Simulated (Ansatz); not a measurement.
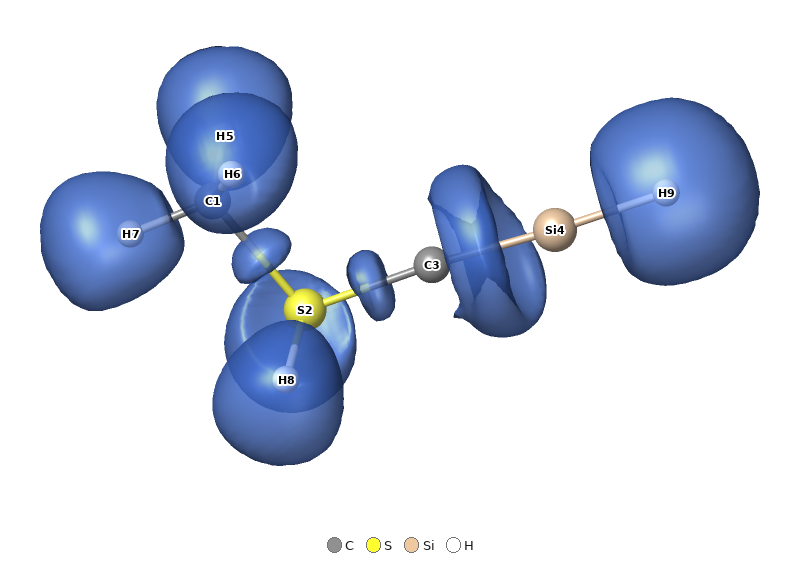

C2H5SSi (SMILES C[SH+]C#[SiH]) (charge +1). Isosurface of the electron localisation function at 0.85 (blue), seen across its widest extent. Only the valence region is drawn (cores and ρ < 0.01 e/Å³ removed).

All numbers below come from Ansatz, RHF/def2-SVP.

```yaml
atoms:
  - { symbol: C, position_ang: [0.0525, 0.9918, -1.6350] }
  - { symbol: S, position_ang: [0.3249, -0.3092, -0.3970] }
  - { symbol: C, position_ang: [-1.0621, -0.3601, 0.5531] }
  - { symbol: Si, position_ang: [-2.1847, -0.4067, 1.6465] }
  - { symbol: H, position_ang: [0.0783, 1.9347, -1.0959] }
  - { symbol: H, position_ang: [-0.9052, 0.8404, -2.1225] }
  - { symbol: H, position_ang: [0.8815, 0.9336, -2.3375] }
  - { symbol: H, position_ang: [0.1806, -1.3839, -1.1885] }
  - { symbol: H, position_ang: [-3.3390, -0.4491, 2.5259] }
```

**Where are the electrons localised?**

The ELF exceeds this value in two regions between bonded C–S atoms (shared pairs), one region between bonded C–Si atoms (shared pairs), five regions around hydrogen nuclei and one lobe on S, pointing away from the bonds (lone pairs). Profiles from the grid: C–Si (1.57 Å): the ELF peaks at about 0.80 in the valence shell of C, 0.6 Å from its nucleus, and is about 0.55 at the midpoint. C–S (1.68 Å): the ELF peaks at about 0.95 between the atoms: a covalent bond.
